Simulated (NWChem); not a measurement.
**SiClF2 (SMILES F[Si](F)Cl) at U-r2SCAN/6-311G(d,p)**

Aim: the vertical ionisation energy of SiClF2 at U-r2SCAN/6-311G**, from 2 runs. 

Program for the calculation: NWChem 7.3.0.

### 1 The molecule

SiClF2: 4 atoms, total charge 0, spin state doublet. SMILES: `F[Si](F)Cl`. Geometry: relaxed at PBE0-D4/def2-TZVP.

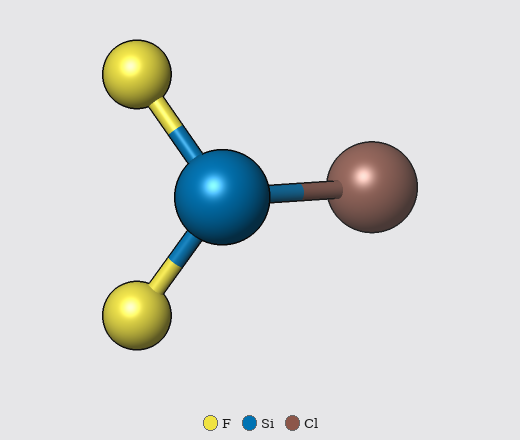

The structure, seen from a chosen angle (fluorine yellow, silicon blue, chlorine brown).

### 2 The energy at U-r2SCAN/6-311G(d,p)

Input file clf2si.xyz:

```xyz
4

F      1.308200     0.129000     0.798000
Si     0.221200    -0.316500    -0.265700
F     -0.871800    -1.157400     0.514900
Cl    -0.657600     1.344900    -1.047300
```

Input file clf2si.nw:

```
start clf2si
memory stack 880 mb heap 220 mb global 1100 mb
geometry units angstroms noautosym nocenter noautoz
  load clf2si.xyz
end
basis spherical bse
  * library 6-311G**
end
dft
  xc r2scan
  mult 2
  grid fine
  convergence energy 1e-08
  maxiter 100
  mulliken
  print low
end
task dft energy
```

Command:

```console
$ nwchem clf2si.nw > clf2si.out
```

The program printed:

```text
Northwest Computational Chemistry Package (NWChem) 7.3.0
             --------------------------------------------------------

           Job information
           ---------------

    nwchem branch   = 7.3.0
    use scalapack   = T
    input           = clf2si.nw
    prefix          = clf2si.
    data base       = ./clf2si.db
    status          = startup
    nproc           =        1

           Memory information
           ------------------

    heap     =     28835840 doubles =      220.0 Mbytes
    stack    =    115343357 doubles =      880.0 Mbytes
    global   =    144179200 doubles =     1100.0 Mbytes (distinct from heap & stack)
    total    =    288358397 doubles =     2200.0 Mbytes
    verify   = yes
    hardfail = no

           Directory information
           ---------------------

  0 permanent = .
  0 scratch   = .

                                NWChem Input Module
                                -------------------

 Scaling coordinates for geometry "geometry" by  1.889725989
 (inverse scale =  0.529177249)

                             Geometry "geometry" -> ""
                             -------------------------

 Output coordinates in angstroms (scale by  1.889725989 to convert to a.u.)

  No.       Tag          Charge          X              Y              Z
 ---- ---------------- ---------- -------------- -------------- --------------
    1 F                    9.0000     1.30820000     0.12900000     0.79800000
    2 Si                  14.0000     0.22120000    -0.31650000    -0.26570000
    3 F                    9.0000    -0.87180000    -1.15740000     0.51490000
    4 Cl                  17.0000    -0.65760000     1.34490000    -1.04730000

      Atomic Mass
      -----------

      F                 18.998400
      Si                27.976930
      Cl                34.968850

 Effective nuclear repulsion energy (a.u.)     217.5993156693

            Nuclear Dipole moment (a.u.)
            ----------------------------
        X                 Y               Z
 ---------------- ---------------- ----------------
    -7.8514335374    17.3414484794   -18.3450819519

            XYZ format geometry
            -------------------
     4
 geometry
 F                     1.30820000     0.12900000     0.79800000
 Si                    0.22120000    -0.31650000    -0.26570000
 F                    -0.87180000    -1.15740000     0.51490000
 Cl                   -0.65760000     1.34490000    -1.04730000

 ==============================================================================
                                internuclear distances
 ------------------------------------------------------------------------------
       center one      |      center two      | atomic units |  angstroms
 ------------------------------------------------------------------------------
    2 Si               |   1 F                |     2.99478  |     1.58477
    3 F                |   2 Si               |     2.99454  |     1.58464
    4 Cl               |   2 Si               |     3.84662  |     2.03554
 ------------------------------------------------------------------------------
                         number of included internuclear distances:          3
 ==============================================================================

 ==============================================================================
                                 internuclear angles
 ------------------------------------------------------------------------------
        center 1       |       center 2       |       center 3       |  degrees
 ------------------------------------------------------------------------------
    1 F                |   2 Si               |   3 F                |   106.96
    1 F                |   2 Si               |   4 Cl               |   108.93
    3 F                |   2 Si               |   4 Cl               |   108.93
 ------------------------------------------------------------------------------
                            number of included internuclear angles:          3
 ==============================================================================

 Summary of "ao basis" -> "" (spherical)
 ------------------------------------------------------------------------------
       Tag                 Description            Shells   Functions and Types
 ---------------- ------------------------------  ------  ---------------------
 *                          6-311G**                  on all atoms

                                 NWChem DFT Module
                                 -----------------

                      Basis "ao basis" -> "ao basis" (spherical)
                      -----
  [basis functions not shown]

 Summary of "ao basis" -> "ao basis" (spherical)
 ------------------------------------------------------------------------------
       Tag                 Description            Shells   Functions and Types
 ---------------- ------------------------------  ------  ---------------------
 F                          6-311G**                 8       18   4s3p1d
 Si                         6-311G**                12       26   6s5p1d
 Cl                         6-311G**                12       26   6s5p1d

  Caching 1-el integrals
   Time after variat. SCF:      0.2

     ---------------------------------------------
      Total Density - Mulliken Population Analysis
     ---------------------------------------------

    Atom       Charge   Shell Charges
 -----------   ------   -------------------------------------------------------
    1 F    9     9.57   1.08  0.92  1.21  1.11  2.54  0.84  1.88  0.00
    2 Si  14    12.49   0.79  1.18  0.97  1.02  0.73  0.55  1.94  3.95  0.40  0.62  0.12  0.22
    3 F    9     9.57   1.08  0.92  1.21  1.11  2.54  0.84  1.88  0.00
    4 Cl  17    17.37   0.78  1.19  0.91  1.08  1.00  0.99  7.41 -1.49  1.02  3.19  1.29  0.01

     --------------------------------------------
      Spin Density - Mulliken Population Analysis
     --------------------------------------------

    Atom       Charge   Shell Charges
 -----------   ------   -------------------------------------------------------
    1 F    9     0.03   0.00 -0.00  0.02  0.01  0.03 -0.01 -0.00  0.00
    2 Si  14     0.82   0.00 -0.00  0.01 -0.01  0.14  0.41  0.00 -0.00  0.05  0.14  0.07  0.01
    3 F    9     0.03   0.00 -0.00  0.02  0.01  0.03 -0.01 -0.00  0.00
    4 Cl  17     0.11   0.00 -0.00  0.00 -0.00  0.01 -0.01  0.01 -0.00  0.03  0.09 -0.01  0.00
   Time prior to 1st pass:      0.2

           Memory utilization after 1st SCF pass:
           Heap Space remaining (MW):        0.00                  46
          Stack Space remaining (MW):      115.34           115342452

   convergence    iter        energy       DeltaE   RMS-Dens  Diis-err    time
 ---------------- ----- ----------------- --------- --------- ---------  ------
 d= 0,ls=0.0,diis     1   -949.3244009340 -1.17D+03  9.61D-03  4.18D-01     1.2
                                                     6.98D-03  4.02D-01
 d= 0,ls=0.0,diis     2   -949.1947319439  1.30D-01  4.84D-03  6.88D-01     2.1
                                                     4.85D-03  6.76D-01
 d= 0,ls=0.0,diis     3   -949.4176991980 -2.23D-01  9.99D-04  4.64D-02     3.1
                                                     9.32D-04  4.62D-02
 d= 0,ls=0.0,diis     4   -949.4289366902 -1.12D-02  6.88D-04  3.31D-03     4.0
                                                     5.58D-04  3.10D-03
 d= 0,ls=0.0,diis     5   -949.4304161437 -1.48D-03  1.61D-04  2.75D-04     5.1
                                                     1.54D-04  2.81D-04
  Resetting Diis
 d= 0,ls=0.0,diis     6   -949.4305601575 -1.44D-04  3.25D-05  9.58D-06     6.2
                                                     2.28D-05  8.63D-06
 d= 0,ls=0.0,diis     7   -949.4305639185 -3.76D-06  1.16D-05  5.49D-07     7.4
                                                     9.22D-06  5.47D-07
 d= 0,ls=0.0,diis     8   -949.4305639661 -4.76D-08  4.55D-06  6.67D-07     8.5
                                                     4.39D-06  6.58D-07
 d= 0,ls=0.0,diis     9   -949.4305641851 -2.19D-07  1.40D-06  4.80D-08     9.6
                                                     1.15D-06  4.25D-08
 d= 0,ls=0.0,diis    10   -949.4305641990 -1.39D-08  8.50D-07  2.19D-09    10.6
                                                     5.03D-07  2.69D-09
 d= 0,ls=0.0,diis    11   -949.4305642003 -1.37D-09  1.30D-07  2.06D-10    11.6
                                                     1.46D-07  1.67D-10

         Total DFT energy =     -949.430564200345
      One electron energy =    -1748.471274328024
           Coulomb energy =      651.565743904424
    Exchange-Corr. energy =      -70.124349446089
 Nuclear repulsion energy =      217.599315669344

 Numeric. integr. density =       49.000000106896

     Total iterative time =     11.4s

     ---------------------------------------------
      Total Density - Mulliken Population Analysis
     ---------------------------------------------

    Atom       Charge   Shell Charges
 -----------   ------   -------------------------------------------------------
    1 F    9     9.37   1.08  0.92  1.17  1.09  2.36  0.87  1.88  0.00
    2 Si  14    13.00   0.79  1.18  0.95  1.03  0.83  0.32  1.97  3.91  0.59  0.96  0.09  0.37
    3 F    9     9.37   1.08  0.92  1.17  1.09  2.36  0.87  1.88  0.00
    4 Cl  17    17.27   0.78  1.19  0.90  1.08  1.01  1.02  7.41 -1.51  1.06  3.09  1.23  0.02

     --------------------------------------------
      Spin Density - Mulliken Population Analysis
     --------------------------------------------

    Atom       Charge   Shell Charges
 -----------   ------   -------------------------------------------------------
    1 F    9     0.04  -0.00 -0.00  0.02  0.00  0.03 -0.01 -0.01  0.00
    2 Si  14     0.84   0.00 -0.00  0.01 -0.01  0.15  0.29  0.01 -0.01  0.09  0.26  0.04  0.02
    3 F    9     0.04  -0.00 -0.00  0.02  0.00  0.03 -0.01 -0.01  0.00
    4 Cl  17     0.08   0.00 -0.00  0.00 -0.00  0.01 -0.01  0.01 -0.00  0.03  0.07 -0.02  0.00

     -------------------------------------------
      Total Density - Lowdin Population Analysis
     -------------------------------------------

    Atom       Charge   Shell Charges
 -----------   ------   -------------------------------------------------------
    1 F    9     9.21   1.03  0.96  1.19  1.01  2.35  0.78  1.89  0.00
    2 Si  14    13.50   0.90  1.08  0.94  1.01  0.59  0.48  2.16  3.53  0.80  1.02  0.45  0.54
    3 F    9     9.21   1.03  0.96  1.19  1.01  2.35  0.78  1.89  0.00
    4 Cl  17    17.09   0.90  1.08  0.94  1.03  0.89  0.93  4.49  0.93  1.70  2.74  1.44  0.02

     ------------------------------------------
      Spin Density - Lowdin Population Analysis
     ------------------------------------------

    Atom       Charge   Shell Charges
 -----------   ------   -------------------------------------------------------
    1 F    9     0.06   0.00  0.00  0.02  0.01  0.03 -0.00 -0.00  0.00
    2 Si  14     0.78   0.00  0.00  0.02  0.00  0.11  0.21  0.01  0.00  0.10  0.23  0.06  0.03
    3 F    9     0.06   0.00  0.00  0.02  0.01  0.03 -0.00 -0.00  0.00
    4 Cl  17     0.11   0.00  0.00  0.00  0.00  0.01 -0.00  0.00  0.01  0.03  0.06 -0.00  0.00

     --------------------------
     Expectation value of S2:
     --------------------------
      <S2> =      0.7520 (Exact =     0.7500)

 Task  times  cpu:       11.6s     wall:       11.6s
 Total times  cpu:       11.6s     wall:       11.6s
```

Run time: 12 s. Hardware: 1 thread of Intel Xeon 6975P-C (Granite Rapids), shared host; peak memory 0.11 GiB.

### 3 The singlet cation, same level

clf2si.xyz is that of step 2.

Input file clf2si.nw:

```
START clf2si
memory 2200 mb
charge 1

GEOMETRY units angstroms noautosym nocenter noautoz
  load format xyz clf2si.xyz
END

BASIS spherical bse
  * library 6-311G**
END

DFT
  xc r2scan
  grid fine
  convergence energy 1e-08
  maxiter 100
  mulliken
  print low
END

TASK dft energy
```

Command:

```console
$ nwchem clf2si.nw > clf2si.out
```

The program printed:

```text
Northwest Computational Chemistry Package (NWChem) 7.3.0
             --------------------------------------------------------

           Job information
           ---------------

    nwchem branch   = 7.3.0
    use scalapack   = T
    input           = clf2si.nw
    prefix          = clf2si.
    data base       = ./clf2si.db
    status          = startup
    nproc           =        1

           Memory information
           ------------------

    heap     =     72089596 doubles =      550.0 Mbytes
    stack    =     72089601 doubles =      550.0 Mbytes
    global   =    144179200 doubles =     1100.0 Mbytes (distinct from heap & stack)
    total    =    288358397 doubles =     2200.0 Mbytes
    verify   = yes
    hardfail = no

           Directory information
           ---------------------

  0 permanent = .
  0 scratch   = .

                                NWChem Input Module
                                -------------------

 Scaling coordinates for geometry "geometry" by  1.889725989
 (inverse scale =  0.529177249)

                             Geometry "geometry" -> ""
                             -------------------------

 Output coordinates in angstroms (scale by  1.889725989 to convert to a.u.)

  No.       Tag          Charge          X              Y              Z
 ---- ---------------- ---------- -------------- -------------- --------------
    1 F                    9.0000     1.30820000     0.12900000     0.79800000
    2 Si                  14.0000     0.22120000    -0.31650000    -0.26570000
    3 F                    9.0000    -0.87180000    -1.15740000     0.51490000
    4 Cl                  17.0000    -0.65760000     1.34490000    -1.04730000

      Atomic Mass
      -----------

      F                 18.998400
      Si                27.976930
      Cl                34.968850

 Effective nuclear repulsion energy (a.u.)     217.5993156693

            Nuclear Dipole moment (a.u.)
            ----------------------------
        X                 Y               Z
 ---------------- ---------------- ----------------
    -7.8514335374    17.3414484794   -18.3450819519

            XYZ format geometry
            -------------------
     4
 geometry
 F                     1.30820000     0.12900000     0.79800000
 Si                    0.22120000    -0.31650000    -0.26570000
 F                    -0.87180000    -1.15740000     0.51490000
 Cl                   -0.65760000     1.34490000    -1.04730000

 ==============================================================================
                                internuclear distances
 ------------------------------------------------------------------------------
       center one      |      center two      | atomic units |  angstroms
 ------------------------------------------------------------------------------
    2 Si               |   1 F                |     2.99478  |     1.58477
    3 F                |   2 Si               |     2.99454  |     1.58464
    4 Cl               |   2 Si               |     3.84662  |     2.03554
 ------------------------------------------------------------------------------
                         number of included internuclear distances:          3
 ==============================================================================

 ==============================================================================
                                 internuclear angles
 ------------------------------------------------------------------------------
        center 1       |       center 2       |       center 3       |  degrees
 ------------------------------------------------------------------------------
    1 F                |   2 Si               |   3 F                |   106.96
    1 F                |   2 Si               |   4 Cl               |   108.93
    3 F                |   2 Si               |   4 Cl               |   108.93
 ------------------------------------------------------------------------------
                            number of included internuclear angles:          3
 ==============================================================================

 Summary of "ao basis" -> "" (spherical)
 ------------------------------------------------------------------------------
       Tag                 Description            Shells   Functions and Types
 ---------------- ------------------------------  ------  ---------------------
 *                          6-311G**                  on all atoms

                                 NWChem DFT Module
                                 -----------------

                      Basis "ao basis" -> "ao basis" (spherical)
                      -----
  [basis functions not shown]

 Summary of "ao basis" -> "ao basis" (spherical)
 ------------------------------------------------------------------------------
       Tag                 Description            Shells   Functions and Types
 ---------------- ------------------------------  ------  ---------------------
 F                          6-311G**                 8       18   4s3p1d
 Si                         6-311G**                12       26   6s5p1d
 Cl                         6-311G**                12       26   6s5p1d

  Caching 1-el integrals
   Time after variat. SCF:      0.2

     ---------------------------------------------
      Total Density - Mulliken Population Analysis
     ---------------------------------------------

    Atom       Charge   Shell Charges
 -----------   ------   -------------------------------------------------------
    1 F    9     9.53   1.08  0.92  1.27  1.15  2.60  0.81  1.70  0.00
    2 Si  14    11.71   0.79  1.18  0.99  1.01  0.64  0.10  1.99  3.93  0.35  0.49  0.00  0.24
    3 F    9     9.53   1.08  0.92  1.27  1.15  2.60  0.81  1.70  0.00
    4 Cl  17    17.24   0.78  1.19  0.94  1.05  1.11  0.90  7.48 -1.53  1.15  3.21  0.95  0.02
   Time prior to 1st pass:      0.2

           Memory utilization after 1st SCF pass:
           Heap Space remaining (MW):       37.20            37203140
          Stack Space remaining (MW):       72.09            72088980

   convergence    iter        energy       DeltaE   RMS-Dens  Diis-err    time
 ---------------- ----- ----------------- --------- --------- ---------  ------
 d= 0,ls=0.0,diis     1   -948.8190163647 -1.17D+03  2.60D-02  3.53D+00     0.9
 d= 0,ls=0.0,diis     2   -948.0388899250  7.80D-01  2.02D-02  1.06D+01     1.5
 d= 0,ls=0.0,diis     3   -949.0279039997 -9.89D-01  3.05D-03  3.43D-01     2.2
 d= 0,ls=0.0,diis     4   -949.0559086935 -2.80D-02  2.28D-03  1.44D-02     2.8
 d= 0,ls=0.0,diis     5   -949.0539754292  1.93D-03  1.37D-03  2.10D-02     3.5
  Resetting Diis
 d= 0,ls=0.0,diis     6   -949.0574720896 -3.50D-03  9.09D-05  3.03D-04     4.1
 d= 0,ls=0.0,diis     7   -949.0575027096 -3.06D-05  7.45D-05  1.41D-05     4.8
 d= 0,ls=0.0,diis     8   -949.0574985142  4.20D-06  4.78D-05  5.47D-05     5.5
 d= 0,ls=0.0,diis     9   -949.0575044165 -5.90D-06  5.21D-06  3.93D-07     6.1
 d= 0,ls=0.0,diis    10   -949.0575044592 -4.27D-08  2.10D-06  1.36D-08     6.8
 d= 0,ls=0.0,diis    11   -949.0575044592 -1.89D-11  1.06D-06  1.46D-08     7.5

         Total DFT energy =     -949.057504459244
      One electron energy =    -1735.138715208432
           Coulomb energy =      638.206103506409
    Exchange-Corr. energy =      -69.724208426566
 Nuclear repulsion energy =      217.599315669344

 Numeric. integr. density =       48.000000028878

     Total iterative time =      7.2s

     ---------------------------------------------
      Total Density - Mulliken Population Analysis
     ---------------------------------------------

    Atom       Charge   Shell Charges
 -----------   ------   -------------------------------------------------------
    1 F    9     9.24   1.08  0.92  1.16  1.11  2.35  0.87  1.76  0.00
    2 Si  14    12.59   0.79  1.18  0.95  1.03  0.85  0.06  1.97  3.91  0.57  0.90  0.00  0.37
    3 F    9     9.24   1.08  0.92  1.16  1.11  2.35  0.87  1.76  0.00
    4 Cl  17    16.93   0.78  1.19  0.90  1.08  1.04  1.00  7.40 -1.50  1.03  3.01  0.97  0.02

     -------------------------------------------
      Total Density - Lowdin Population Analysis
     -------------------------------------------

    Atom       Charge   Shell Charges
 -----------   ------   -------------------------------------------------------
    1 F    9     9.09   1.03  0.96  1.18  1.02  2.31  0.77  1.81  0.00
    2 Si  14    13.04   0.90  1.08  0.94  1.00  0.57  0.31  2.16  3.52  0.76  0.90  0.38  0.52
    3 F    9     9.09   1.03  0.96  1.18  1.02  2.31  0.77  1.81  0.00
    4 Cl  17    16.78   0.90  1.08  0.94  1.03  0.91  0.92  4.49  0.92  1.68  2.63  1.25  0.02

 Task  times  cpu:        7.4s     wall:        7.4s
 Total times  cpu:        7.5s     wall:        7.5s
```

Wall time 8.1 s (1 thread of Intel Xeon 6975P-C (Granite Rapids), shared host); peak memory 0.11 GiB.

### 4 Summary of results

Level: U-r2SCAN/6-311G**.

| quantity | value |
| --- | --- |
| doublet SiClF2: total energy | -949.43056 Eh |
| doublet SiClF2: ⟨S²⟩ | 0.752 |
| singlet cation: total energy | -949.05750 Eh |
| vertical ionisation energy (to the singlet cation) | 10.151 eV |

**Reading.** The vertical ionisation energy comes to 10.15 eV (234 kcal/mol). Only the singlet of the ionised species was computed; a triplet could lie lower. Mulliken charges (doublet SiClF2) run from -0.37 on F1 to +1.00 on Si2; they depend strongly on the basis.
